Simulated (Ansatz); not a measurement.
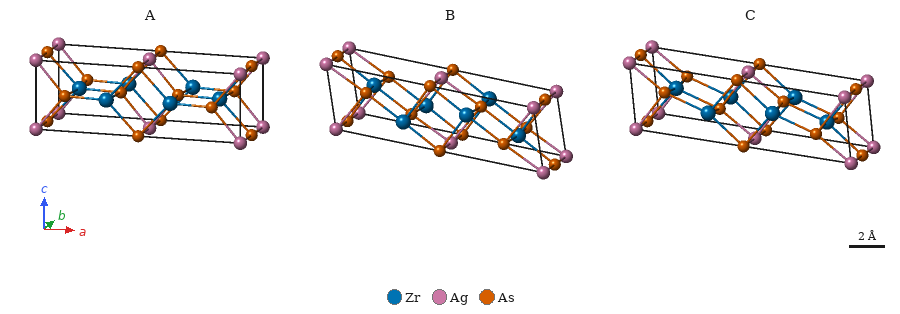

3 geometries from one relaxation of crystalline Zr₂AgAs₃ (built on the Li2HfO3-12 type type), in shuffled order. Style: ball-and-stick. Shown: the conventional cell (2 times the calculation's cell), slightly off an axis. Lengths and directions refer to the drawn axes.

Level of theory: Ansatz, DFT, PBEsol, plane waves, PAW. Settings: plane-wave cutoff 420 eV; k-point mesh 4 × 4 × 6; occupations fermi dirac; smearing width 0.03 eV; no spin polarisation; cell and atoms relaxed; force threshold 0.01 eV/Å; at most 120 steps.

### Put them in the order of the run, from the start to the converged end.

A, C, B. They are steps 0, 4, 14, at +288 meV per atom, +157 meV per atom relative to the last. The largest moves relative to the cell, 0.66 Å, are those of As atoms. By element the largest moves are As 0.66 Å, Zr 0.57 Å. Ag stays in place. Cell: a 12.189 → 12.524 Å (+2.7 %), b 5.301 → 5.351 Å (+1.0 %), c 4.056 → 3.833 Å (−5.5 %), β 91.2° → 107.9°. Volume −6.7 %. Some distances before and after: As–Zr 4.649 → 2.740 Å, Zr–Zr 3.494 → 3.932 Å, As–Zr 2.478 → 2.739 Å, Ag–As 2.651 → 2.843 Å. New bonds form: As–Zr (4.65 → 2.74 Å). Bond angles that change, for instance: Zr–As–Ag 132.9° → 178.1°, As–Zr–As 135.9° → 179.2°, As–Zr–As 130.7° → 90.5°. The space group (tolerance 0.01 Å) goes from C2/m (No. 12) to Immm (No. 71). After 11 accepted moves (14 points after the start) the energy has fallen by 288 meV per atom. The largest force component goes from 2 to 0.0041 eV/Å. The pressure goes from 2.53 to −0.01 GPa. The line search rejected the trial step at point 9 of the run. At 2 points the geometry stayed and the basis and grid were re-selected for the new cell (energy shift of 0.5 meV per atom at most each time). The run took 96 s on 2 threads of AMD EPYC 7R13 Processor (Zen 3) (shared host), peak memory 0.74 GiB.
